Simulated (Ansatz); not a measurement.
**Cobalt, diamond under BLYP: from relaxation to bulk modulus**

What does BLYP give for cobalt in the diamond structure? We relax it, solve it on a dense k-mesh, then scale the cell to 7 volumes from 88 to 112 % of the relaxed one and try a fit of the equation of state. Spin polarisation is left out, though the real metal is magnetic, so this state lies above the ground state. The k-meshes are 11×11×11 for the relaxation; 18×18×18 for the dense run; 12×12×12 for the volumes.

This is Co in the diamond structure; at room conditions it is hcp.

Program: Ansatz 0.2.0. Level of theory: DFT BLYP, plane waves (420 eV) with PAW, scalar-relativistic; the PAW data stem from PBE, with regenerated cores. These are calculated values, not measurements.

## 1. The starting structure

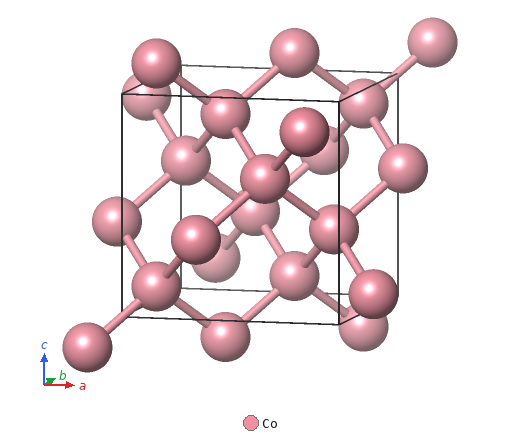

Start, viewed slightly off an axis; cobalt pink. The conventional cell is drawn; the run uses a primitive one. Any atoms on the faces are drawn again on the opposite ones, and bonded neighbours outside are added.

As a file:

```cif
data_structure
_symmetry_space_group_name_H-M 'P 1'
_symmetry_Int_Tables_number 1
_cell_length_a 3.4838
_cell_length_b 3.4838
_cell_length_c 3.4838
_cell_angle_alpha 60.000
_cell_angle_beta 60.000
_cell_angle_gamma 60.000
_cell_volume 29.90
loop_
_atom_site_label
_atom_site_type_symbol
_atom_site_fract_x
_atom_site_fract_y
_atom_site_fract_z
_atom_site_occupancy
Co1 Co 0.12500 0.12500 0.12500 1
Co2 Co 0.87500 0.87500 0.87500 1
```

## 2. Geometry optimisation

Input file input.yaml:

```yaml
crystal:
  lattice:
    - [0.0, 2.4634331982, 2.4634331982]
    - [2.4634331982, 0.0, 2.4634331982]
    - [2.4634331982, 2.4634331982, 0.0]
  atoms:
    - { symbol: Co, position: [0.125, 0.125, 0.125] }
    - { symbol: Co, position: [0.875, 0.875, 0.875] }
hamiltonian:
  xc: blyp
  pseudopotentials:
    kind: paw
    azcp:
      Co: "pseudopotentials/Co.paw.azcp"
basis:
  ecutwfc: 420
  fft_grid_basis: typed
kpoints:
  mp_grid: { grid: [11, 11, 11], shift: [0, 0, 0] }
magnetization:
  spin_polarized: false
scf:
  occupations: { method: fermi_dirac, width: 0.1 }
relax:
  max_steps: 60
  f_tol: 0.01
  cell: {}
output:
  write_density: true
  write_potential: true
  elf: true
  volumetric_format: npy
```

Run with:

```
> ansatz run input.yaml --threads 2 --pin off --max-ram 5120MiB --backend cpu --events-out ev --progress --plain --runs-dir out
```

The program printed:

```text
Warning: RAYON_NUM_THREADS=2 ignored (pool sized by the plan → 2); use --threads N
Engine: ansatz 0.2.0, x86_64-unknown-linux-gnu
Pseudopotentials: kind: paw
Pseudopotential: Co, paw, valence charge 17, recommended cutoff 420 eV (normal), <dir>
Functional definition: BLYP
  parameter beta = 0.0042
  parameter a = 0.04918
  parameter b = 0.132
  parameter c = 0.2533
  parameter d = 0.349
  exchange = b88_x(beta = beta)
  correlation = lyp_c(a = a, b = b, c = c, d = d)
Crystal: 2 atoms, lattice volume = 29.899 Å³
Basis set: ecut = 420 eV, 561 PW (Γ), exchange–correlation on 48×48×48 points (8 copies of the dense FFT grid, shifted against one another)
Bands: 21, of which v1, the nominal top of the filled ones, is band 17 counted from 1 (16 counted from 0)
Symmetry: 48 space group operations
Space group: Fd-3m (ITA 227), of the structure as read, at distance tolerance 3.1e-5 Å
k-points: 56 of 1331
Non-local potential: Co, projectors of the file, l = 0: 3, l = 1: 2, l = 2: 3, l = 3: 1
PAW form: soft (Blöchl's): semilocal exchange-correlation on the pseudo side does not see the compensation charge
PAW frozen core: Co, regenerated for the run's functional, and the local potential with it (the file was generated under x = pbe(κ = 0.804, μ = 0.2195149727645171), c = pbe(β = 0.06672455060314922))
PAW one-centre angular grid: Co, 590 points (default); XC on 64 Gauss nodes
Initial density: superposition of atomic densities (neutral atoms: chi_scale 0, normalization atom), corrected by the library's trained network
Initial wavefunctions: pseudopotential atomic-orbital guess
Functional: x = b88, c = lyp
SCF iter   1: F=—  HF=-10266.575895 eV  |F-HF|=—  |Δ(HF+E_count)|=         —  Δρ=3.79e-2  dr2=3.05e-1  ethr=1.77e-3  ⟨swp⟩=5.8  Hψ=4585  notcnv=0
preconditioner: auto → Kerker (q_TF=auto, 2.787 Å⁻¹)  [metal: Δε(μ)=0.008 eV  Ē_g=5.050 eV  σ=0.100 eV  W_gap=0.02  n_scr=14 (ndim 8)  ℏωp=28.8 eV  f_vac=0.008  D(μ)=4.60/eV (n_scr^D=64)]
SCF iter   2: F=—  HF=-10266.536412 eV  |F-HF|=—  |Δ(HF+E_count)|=   3.95e-2  Δρ=1.07e-2  dr2=4.08e-2  ethr=8.96e-4  ⟨swp⟩=2.0  Hψ=1746  notcnv=0
SCF iter   3: F=—  HF=-10266.529139 eV  |F-HF|=—  |Δ(HF+E_count)|=   7.27e-3  Δρ=4.61e-3  dr2=9.76e-3  ethr=1.20e-4  ⟨swp⟩=1.0  Hψ=1176  notcnv=0
SCF iter   4: F=—  HF=-10266.527468 eV  |F-HF|=—  |Δ(HF+E_count)|=   1.67e-3  Δρ=1.56e-3  dr2=6.81e-4  ethr=2.87e-5  ⟨swp⟩=2.1  Hψ=1557  notcnv=0
SCF iter   5: F=—  HF=-10266.527608 eV  |F-HF|=—  |Δ(HF+E_count)|=   1.40e-4  Δρ=4.29e-4  dr2=5.76e-5  ethr=2.00e-6  ⟨swp⟩=2.7  Hψ=2034  notcnv=0
SCF iter   6: F=—  HF=-10266.527639 eV  |F-HF|=—  |Δ(HF+E_count)|=   3.17e-5  Δρ=1.04e-4  dr2=2.07e-6  ethr=1.69e-7  ⟨swp⟩=2.6  Hψ=1957  notcnv=0
SCF iter   7: F=—  HF=-10266.527644 eV  |F-HF|=—  |Δ(HF+E_count)|=   4.55e-6  Δρ=3.91e-5  dr2=2.82e-7  ethr=6.09e-9  ⟨swp⟩=2.0  Hψ=1683  notcnv=0
SCF iter   8: F=-10266.527644 eV  HF=-10266.527644 eV  |F-HF|=1.22e-8  |Δ(HF+E_count)|=   2.13e-7  Δρ=5.27e-6  dr2=4.67e-9  ethr=2.94e-10  ⟨swp⟩=8.3  Hψ=7660  notcnv=0
SCF 1 converged in 8 iterations: F = -10266.527644 eV  dr2 = 4.67e-9
relax step   1: F+E_penalty+E_count = -10266.52764417 eV  Δ(F+E_penalty+E_count) = +0.000e0 eV  max|allowed force component| = 7.454e-20 eV/Å  Δτ_max = 0.0000 Å  P = +5.825 GPa  Ω = 29.899 Å³  (8 SCF iters, dr2 threshold 1.00e-7 eV, accepted)
Crystal: 2 atoms, lattice volume = 30.669 Å³
Basis set: ecut = 420 eV, 609 PW (Γ), exchange–correlation on 48×48×48 points (8 copies of the dense FFT grid, shifted against one another)
Initial density: handed on by an earlier stage of this run
Initial wavefunctions: those handed on with the density
iter 1 solved again at ethr=1.24e-6 eV; its pass at ethr=3.10e-3 eV (dr2=4.21e-4 eV) is discarded
SCF iter   1: F=—  HF=-10266.546567 eV  |F-HF|=—  |Δ(HF+E_count)|=         —  Δρ=1.44e-3  dr2=4.38e-4  ethr=1.24e-6  ⟨swp⟩=2.1  Hψ=6515  notcnv=0
preconditioner: auto → LDOS  [metal: Δε(μ)=0.013 eV  Ē_g=4.878 eV  σ=0.100 eV  W_gap=0.03  n_scr=14 (ndim 8)  ℏωp=28.4 eV  f_vac=0.015  D(μ)=4.50/eV (n_scr^D=64)  β→1.0]
SCF iter   2: F=—  HF=-10266.546638 eV  |F-HF|=—  |Δ(HF+E_count)|=   7.17e-5  Δρ=1.92e-3  dr2=6.35e-4  ethr=1.24e-6  ⟨swp⟩=2.0  Hψ=2144  notcnv=0
SCF iter   3: F=—  HF=-10266.546562 eV  |F-HF|=—  |Δ(HF+E_count)|=   7.66e-5  Δρ=9.05e-4  dr2=1.17e-4  ethr=1.24e-6  ⟨swp⟩=3.0  Hψ=2395  notcnv=0
SCF iter   4: F=—  HF=-10266.546538 eV  |F-HF|=—  |Δ(HF+E_count)|=   2.39e-5  Δρ=1.04e-4  dr2=2.03e-6  ethr=3.43e-7  ⟨swp⟩=2.0  Hψ=1652  notcnv=0
SCF iter   5: F=—  HF=-10266.546538 eV  |F-HF|=—  |Δ(HF+E_count)|=   4.56e-7  Δρ=4.77e-5  dr2=3.81e-7  ethr=5.97e-9  ⟨swp⟩=2.2  Hψ=1828  notcnv=0
SCF iter   6: F=-10266.546538 eV  HF=-10266.546538 eV  |F-HF|=1.17e-8  |Δ(HF+E_count)|=   5.17e-9  Δρ=1.23e-5  dr2=2.22e-8  ethr=5.88e-10  ⟨swp⟩=8.0  Hψ=7513  notcnv=0
SCF 2 converged in 6 iterations: F = -10266.546538 eV  dr2 = 2.22e-8
relax step   2: F+E_penalty+E_count = -10266.54653834 eV  Δ(F+E_penalty+E_count) = -1.889e-2 eV  max|allowed force component| = 1.272e-17 eV/Å  Δτ_max = 0.0000 Å  P = +2.397 GPa  Ω = 30.669 Å³  energy of the carried Pulay correction = -6.767e-4 eV  (6 SCF iters, dr2 threshold 2.00e-7 eV, accepted)
Crystal: 2 atoms, lattice volume = 31.231 Å³
iter 1 solved again at ethr=7.30e-7 eV; its pass at ethr=3.10e-3 eV (dr2=2.48e-4 eV) is discarded
SCF iter   1: F=—  HF=-10266.550494 eV  |F-HF|=—  |Δ(HF+E_count)|=         —  Δρ=1.10e-3  dr2=2.46e-4  ethr=7.30e-7  ⟨swp⟩=2.3  Hψ=6466  notcnv=0
preconditioner: auto → LDOS  [metal: Δε(μ)=0.006 eV  Ē_g=4.791 eV  σ=0.100 eV  W_gap=0.01  n_scr=14 (ndim 8)  ℏωp=28.2 eV  f_vac=0.023  D(μ)=4.63/eV (n_scr^D=64)  β→1.0]
SCF iter   2: F=—  HF=-10266.550524 eV  |F-HF|=—  |Δ(HF+E_count)|=   3.05e-5  Δρ=1.47e-3  dr2=3.76e-4  ethr=7.25e-7  ⟨swp⟩=2.0  Hψ=2144  notcnv=0
SCF iter   3: F=—  HF=-10266.550475 eV  |F-HF|=—  |Δ(HF+E_count)|=   4.91e-5  Δρ=5.66e-4  dr2=4.70e-5  ethr=7.25e-7  ⟨swp⟩=2.9  Hψ=2314  notcnv=0
SCF iter   4: F=—  HF=-10266.550475 eV  |F-HF|=—  |Δ(HF+E_count)|=   1.93e-7  Δρ=5.98e-5  dr2=1.30e-6  ethr=1.38e-7  ⟨swp⟩=2.1  Hψ=1746  notcnv=0
SCF iter   5: F=-10266.550475 eV  HF=-10266.550475 eV  |F-HF|=2.06e-9  |Δ(HF+E_count)|=   1.22e-7  Δρ=1.71e-5  dr2=8.91e-8  ethr=5.88e-10  ⟨swp⟩=6.4  Hψ=8365  notcnv=0
SCF 3 converged in 5 iterations: F = -10266.550475 eV  dr2 = 8.91e-8
relax step   3: F+E_penalty+E_count = -10266.55047532 eV  Δ(F+E_penalty+E_count) = -3.937e-3 eV  max|allowed force component| = 1.156e-17 eV/Å  Δτ_max = 0.0000 Å  P = +0.157 GPa  Ω = 31.231 Å³  energy of the carried Pulay correction = -1.160e-3 eV  (5 SCF iters, dr2 threshold 2.00e-7 eV, accepted)
Crystal: 2 atoms, lattice volume = 31.271 Å³
iter 1 solved again at ethr=5.21e-9 eV; its pass at ethr=3.10e-3 eV (dr2=1.77e-6 eV) is discarded
SCF iter   1: F=—  HF=-10266.550452 eV  |F-HF|=—  |Δ(HF+E_count)|=         —  Δρ=8.67e-5  dr2=1.71e-6  ethr=5.21e-9  ⟨swp⟩=2.9  Hψ=6299  notcnv=0
preconditioner: auto → LDOS  [metal: Δε(μ)=0.006 eV  Ē_g=4.785 eV  σ=0.100 eV  W_gap=0.01  n_scr=14 (ndim 8)  ℏωp=28.2 eV  f_vac=0.021  D(μ)=4.63/eV (n_scr^D=64)  β→1.0]
SCF iter   2: F=—  HF=-10266.550462 eV  |F-HF|=—  |Δ(HF+E_count)|=   9.37e-6  Δρ=9.45e-5  dr2=1.59e-6  ethr=5.02e-9  ⟨swp⟩=2.0  Hψ=2126  notcnv=0
SCF iter   3: F=—  HF=-10266.550462 eV  |F-HF|=—  |Δ(HF+E_count)|=   1.24e-7  Δρ=5.75e-5  dr2=4.85e-7  ethr=4.68e-9  ⟨swp⟩=2.4  Hψ=2030  notcnv=0
SCF iter   4: F=-10266.550462 eV  HF=-10266.550462 eV  |F-HF|=1.16e-9  |Δ(HF+E_count)|=   9.20e-8  Δρ=7.62e-6  dr2=8.45e-9  ethr=1.80e-10  ⟨swp⟩=6.4  Hψ=8055  notcnv=0
SCF 4 converged in 4 iterations: F = -10266.550462 eV  dr2 = 8.45e-9
relax step   4: F+E_penalty+E_count = -10266.55046154 eV  Δ(F+E_penalty+E_count) = +1.378e-5 eV  max|allowed force component| = 6.939e-18 eV/Å  Δτ_max = 0.0000 Å  P = +0.005 GPa  Ω = 31.271 Å³  energy of the carried Pulay correction = -1.194e-3 eV  (4 SCF iters, dr2 threshold 6.13e-8 eV, accepted)
Initial wavefunctions: pseudopotential atomic-orbital guess (no wavefunctions were taken with the density)
iter 1 solved again at ethr=1.04e-7 eV; its pass at ethr=3.10e-3 eV (dr2=3.53e-5 eV) is discarded
SCF iter   1: F=—  HF=-10266.545709 eV  |F-HF|=—  |Δ(HF+E_count)|=         —  Δρ=9.83e-4  dr2=7.57e-6  ethr=1.04e-7  ⟨swp⟩=3.0  Hψ=7838  notcnv=0
preconditioner: auto → LDOS  [metal: Δε(μ)=0.005 eV  Ē_g=4.786 eV  σ=0.100 eV  W_gap=0.01  n_scr=14 (ndim 8)  ℏωp=28.2 eV  f_vac=0.017  D(μ)=4.63/eV (n_scr^D=64)  β→1.0]
SCF iter   2: F=—  HF=-10266.552108 eV  |F-HF|=—  |Δ(HF+E_count)|=   6.40e-3  Δρ=9.89e-4  dr2=1.79e-4  ethr=2.23e-8  ⟨swp⟩=2.9  Hψ=2309  notcnv=0
SCF iter   3: F=—  HF=-10266.552068 eV  |F-HF|=—  |Δ(HF+E_count)|=   4.03e-5  Δρ=3.47e-4  dr2=1.56e-5  ethr=2.23e-8  ⟨swp⟩=2.9  Hψ=2316  notcnv=0
SCF iter   4: F=—  HF=-10266.552073 eV  |F-HF|=—  |Δ(HF+E_count)|=   5.57e-6  Δρ=1.95e-5  dr2=7.16e-8  ethr=2.23e-8  ⟨swp⟩=2.3  Hψ=2086  notcnv=0
SCF iter   5: F=—  HF=-10266.552072 eV  |F-HF|=—  |Δ(HF+E_count)|=   1.85e-6  Δρ=4.99e-6  dr2=8.09e-9  ethr=2.11e-10  ⟨swp⟩=2.0  Hψ=1956  notcnv=0
SCF iter   6: F=—  HF=-10266.552072 eV  |F-HF|=—  |Δ(HF+E_count)|=   1.79e-8  Δρ=6.58e-7  dr2=1.02e-10  ethr=2.38e-11  ⟨swp⟩=2.0  Hψ=1625  notcnv=0
SCF iter   7: F=-10266.552072 eV  HF=-10266.552072 eV  |F-HF|=1.82e-12  |Δ(HF+E_count)|=  5.64e-11  Δρ=4.82e-8  dr2=6.87e-13  ethr=1.00e-12  ⟨swp⟩=6.0  Hψ=5725  notcnv=0
SCF 5 converged in 7 iterations: F = -10266.552072 eV  dr2 = 6.87e-13
relax step   5: F+E_penalty+E_count = -10266.55207155 eV  Δ(F+E_penalty+E_count) = -1.610e-3 eV  max|allowed force component| = 1.156e-17 eV/Å  Δτ_max = 0.0000 Å  P = +0.126 GPa  Ω = 31.271 Å³  stress off target by 1.26e-1 GPa  SCF on the basis re-selected at this cell (its energy is not comparable with the rows above)  (7 SCF iters)
basis re-selected at this cell: Δ(F+E_penalty+E_count) = -1.610e-3 eV, ΔP = +0.121 GPa vs the last step (what re-selecting the basis moved, of the pressure what is left beyond the Pulay correction that the steps carried, after the strain that the cell walked since its last selection, with what the two solves' SCF thresholds leave and, on support functions, any second-order correction that the steps lacked; it is no measure of the basis error at this ecutwfc). This SCF's stress stands 1.26e-1 GPa from its target on what of the cell is left free (relax.cell.stress_tol is 5.00e-2 GPa) and its largest allowed force component is 1.16e-17 eV/Å (relax.f_tol is 1.00e-2 eV/Å): not within both, so this SCF does not close the relaxation
Crystal: 2 atoms, lattice volume = 31.304 Å³
iter 1 solved again at ethr=2.39e-9 eV; its pass at ethr=3.10e-3 eV (dr2=8.14e-7 eV) is discarded
SCF iter   1: F=—  HF=-10266.552049 eV  |F-HF|=—  |Δ(HF+E_count)|=         —  Δρ=6.51e-5  dr2=8.53e-7  ethr=2.39e-9  ⟨swp⟩=3.0  Hψ=6385  notcnv=0
preconditioner: auto → LDOS  [metal: Δε(μ)=0.005 eV  Ē_g=4.780 eV  σ=0.100 eV  W_gap=0.01  n_scr=14 (ndim 8)  ℏωp=28.2 eV  f_vac=0.020  D(μ)=4.64/eV (n_scr^D=64)  β→1.0]
SCF iter   2: F=—  HF=-10266.552058 eV  |F-HF|=—  |Δ(HF+E_count)|=   9.54e-6  Δρ=9.78e-5  dr2=1.65e-6  ethr=2.39e-9  ⟨swp⟩=2.0  Hψ=2150  notcnv=0
SCF iter   3: F=—  HF=-10266.552058 eV  |F-HF|=—  |Δ(HF+E_count)|=   2.27e-7  Δρ=3.38e-5  dr2=1.63e-7  ethr=2.39e-9  ⟨swp⟩=2.5  Hψ=2258  notcnv=0
SCF iter   4: F=-10266.552058 eV  HF=-10266.552058 eV  |F-HF|=6.64e-9  |Δ(HF+E_count)|=   3.11e-8  Δρ=5.26e-6  dr2=7.25e-9  ethr=1.17e-10  ⟨swp⟩=6.0  Hψ=8108  notcnv=0
SCF 6 converged in 4 iterations: F = -10266.552058 eV  dr2 = 7.25e-9
relax step   6: F+E_penalty+E_count = -10266.55205795 eV  Δ(F+E_penalty+E_count) = +1.360e-5 eV  max|allowed force component| = 2.891e-17 eV/Å  Δτ_max = 0.0000 Å  P = +0.003 GPa  Ω = 31.304 Å³  energy of the carried Pulay correction = -2.714e-5 eV  (4 SCF iters, dr2 threshold 3.97e-8 eV, accepted)
iter 1 solved again at ethr=1.00e-7 eV; its pass at ethr=3.10e-3 eV (dr2=3.41e-5 eV) is discarded
SCF iter   1: F=—  HF=-10266.552093 eV  |F-HF|=—  |Δ(HF+E_count)|=         —  Δρ=1.61e-5  dr2=2.91e-8  ethr=1.00e-7  ⟨swp⟩=3.1  Hψ=7905  notcnv=0
preconditioner: auto → LDOS  [metal: Δε(μ)=0.006 eV  Ē_g=4.780 eV  σ=0.100 eV  W_gap=0.01  n_scr=14 (ndim 8)  ℏωp=28.2 eV  f_vac=0.020  D(μ)=4.64/eV (n_scr^D=64)  β→1.0]
SCF iter   2: F=—  HF=-10266.552107 eV  |F-HF|=—  |Δ(HF+E_count)|=   1.36e-5  Δρ=9.90e-6  dr2=2.25e-8  ethr=8.56e-11  ⟨swp⟩=2.3  Hψ=2238  notcnv=0
SCF iter   3: F=—  HF=-10266.552107 eV  |F-HF|=—  |Δ(HF+E_count)|=   4.98e-9  Δρ=1.70e-5  dr2=4.59e-8  ethr=6.61e-11  ⟨swp⟩=2.1  Hψ=2167  notcnv=0
SCF iter   4: F=—  HF=-10266.552107 eV  |F-HF|=—  |Δ(HF+E_count)|=   8.35e-9  Δρ=1.38e-6  dr2=5.13e-10  ethr=6.61e-11  ⟨swp⟩=2.8  Hψ=2303  notcnv=0
SCF iter   5: F=-10266.552107 eV  HF=-10266.552107 eV  |F-HF|=1.82e-12  |Δ(HF+E_count)|=  4.37e-11  Δρ=1.41e-7  dr2=3.01e-12  ethr=1.00e-12  ⟨swp⟩=4.2  Hψ=5831  notcnv=0
SCF 7 converged in 5 iterations: F = -10266.552107 eV  dr2 = 3.01e-12
relax step   7: F+E_penalty+E_count = -10266.55210684 eV  Δ(F+E_penalty+E_count) = -4.889e-5 eV  max|allowed force component| = 1.041e-17 eV/Å  Δτ_max = 0.0000 Å  P = +0.003 GPa  Ω = 31.304 Å³  stress off target by 3.22e-3 GPa  SCF on the basis re-selected at this cell (its energy is not comparable with the rows above)  (5 SCF iters)
basis re-selected at this cell: Δ(F+E_penalty+E_count) = -4.889e-5 eV, ΔP = -0.000 GPa vs the last step (what re-selecting the basis moved, of the pressure what is left beyond the Pulay correction that the steps carried, after the strain that the cell walked since its last selection, with what the two solves' SCF thresholds leave and, on support functions, any second-order correction that the steps lacked; it is no measure of the basis error at this ecutwfc). This SCF's stress stands 3.22e-3 GPa from its target on what of the cell is left free (relax.cell.stress_tol is 5.00e-2 GPa) and its largest allowed force component is 1.04e-17 eV/Å (relax.f_tol is 1.00e-2 eV/Å): within both
SCF converged after 5 iterations
Free energy (F): -10266.552107 eV
Harris-Foulkes:  -10266.552107 eV  (|F-HF|=1.82e-12)
Internal energy: -10266.399611 eV  (E = F + TS)
E sigma→0 (E₀):  -10266.475859 eV
Entropy (-TS):   -0.152495 eV (-76.248 meV/atom)
Fermi energy:    12.040583 eV
--- Per-component energies (eV) ---
  E_band       = -708.631887
  E_kinetic    = 911.913102
  E_local      = -7334.506045  (includes V_loc(G=0)·N_el)
  E_nonlocal   = 909.976562
  E_hartree    = 3097.413476
  E_xc         = -313.433564
  E_vxc        = -402.675516  (∫ρ·V_xc dr)
  E_paw        = -3056.940605  (= ΣΔE_a)
  E_vpaw       = -988.167234  (= ΣTr[D̂ρ^β])
  E_aug_tail   = 0.000130  (compensation charges beyond the density's cutoff)
  E_ewald      = -4480.836849
  E_core_change = 0.014181  (= ΣΔE_core)
  E_smearing   = -0.152495  (= −TS)
  E_closure    = 0.000000  (closes the sum)
  Σ components = -10266.552107   (vs F -10266.552107, Δ=0.00e0)
--- Forces (eV/Å), atoms counted from 1 ---
  atom   1  Co     0.00000000     0.00000000    -0.00000000
  atom   2  Co    -0.00000000    -0.00000000    -0.00000000
  max |Σ_I F_I| component: 9.25e-18 eV/Å
--- Stress (GPa, compression-positive) ---
        0.003219       0.000000       0.000000
        0.000000       0.003219       0.000000
        0.000000       0.000000       0.003219
  P = ⅓ Tr σ = 0.0032 GPa (0.032 kbar)
--- Band table (eV; the first three rows and the last of 56) ---
  k-point 0: bands = ["-82.9203", "-82.7164", "-46.3901", "-46.3901", "-46.3901", "-46.0423", "-46.0423", "-46.0423", "5.4685", "9.1978", "9.1978", "9.3469", "9.3469", "9.3469", "11.0548", "11.0548", "11.0548", "12.2983", "12.2983", "24.8117", "24.8117"]
  k-point 1: bands = ["-82.9172", "-82.7194", "-46.3932", "-46.3932", "-46.3892", "-46.0438", "-46.0392", "-46.0392", "5.6249", "9.1122", "9.1122", "9.3542", "9.4680", "9.4680", "10.9917", "11.0464", "11.0464", "12.2982", "12.2982", "22.3388", "23.8697"]
  k-point 2: bands = ["-82.9084", "-82.7281", "-46.4014", "-46.4014", "-46.3868", "-46.0478", "-46.0312", "-46.0312", "6.0819", "9.0417", "9.0417", "9.3837", "9.6159", "9.6159", "10.8188", "11.0515", "11.0515", "12.2909", "12.2909", "19.6701", "22.9410"]
  k-point 55: bands = ["-82.8273", "-82.8083", "-46.4668", "-46.4586", "-46.2430", "-46.1954", "-45.9762", "-45.9690", "8.6029", "8.6828", "9.5792", "9.5935", "10.0238", "10.3136", "10.4717", "10.6464", "12.4451", "12.4920", "13.8260", "14.3613", "14.8419"]
--- Relaxed structure (5 steps of the walk, 5 accepted, 2 SCFs on fresh bases) ---
  F+E_penalty+E_count = -10266.55210684 eV   max|allowed force component| = 1.041e-17 eV/Å   (the final SCF, on the basis selected at the relaxed cell)
  cell:  # Å, volume = 31.3043 Å³
    - [-5.350140634540369e-34, 2.501446446793136, 2.501446446793136]
    - [2.501446446793136, -1.1464587074015077e-33, 2.501446446793136]
    - [2.501446446793136, 2.501446446793136, -1.1337202773192687e-33]
  atoms:
    - { symbol: Co, position: [0.125, 0.125, 0.125] }
    - { symbol: Co, position: [0.8749999999999999, 0.8749999999999999, 0.8749999999999999] }
```

Wall time 3.7 s (2 threads of Intel Xeon 6975P-C (Granite Rapids), shared host); peak memory 0.37 GiB.

Step by step:

```
step  energy change (meV/atom)  largest force (eV/Å)  pressure (GPa)  volume (Å³/atom)
   1                      0.00                0.0000            5.82            14.949
   2                     -9.45                0.0000            2.40            15.334
   3                    -11.42                0.0000            0.16            15.615
   4                    -11.41                0.0000            0.01            15.635
   5                    -12.21                0.0000            0.13            15.635
   6                    -12.21                0.0000            0.00            15.652
   7                    -12.23                0.0000            0.00            15.652
```

Steps that repeat a cell are solved on a basis chosen anew, so their changes of energy are no gain of the relaxation.

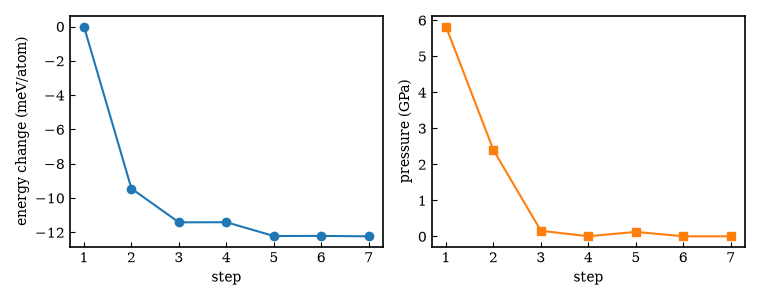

Energy and pressure over the accepted steps.

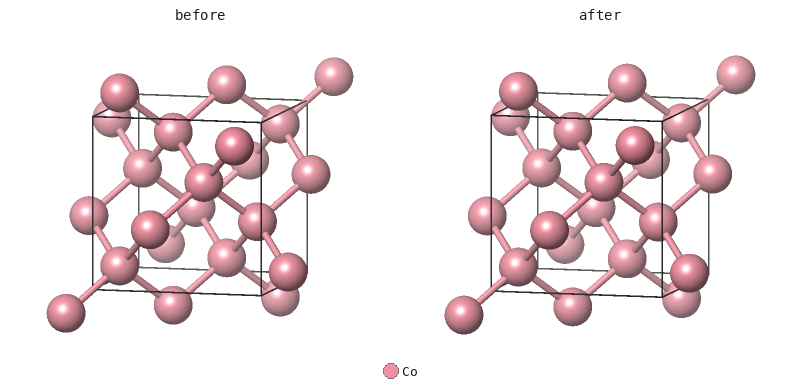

Start and end of the relaxation side by side. The cells drawn are those of the first picture.

The cell of the run, before and after:

|  | before | after | change |
| --- | --- | --- | --- |
| a (Å) | 3.484 | 3.538 | +1.5 % |
| b (Å) | 3.484 | 3.538 | +1.5 % |
| c (Å) | 3.484 | 3.538 | +1.5 % |
| volume (Å³/atom) | 14.949 | 15.652 | +4.7 % |
| shortest distance (Å) | 2.133 | 2.166 | +1.5 % |
| space group (spins left aside) | Fd-3m | Fd-3m | same |

[end of part 1 of 2]
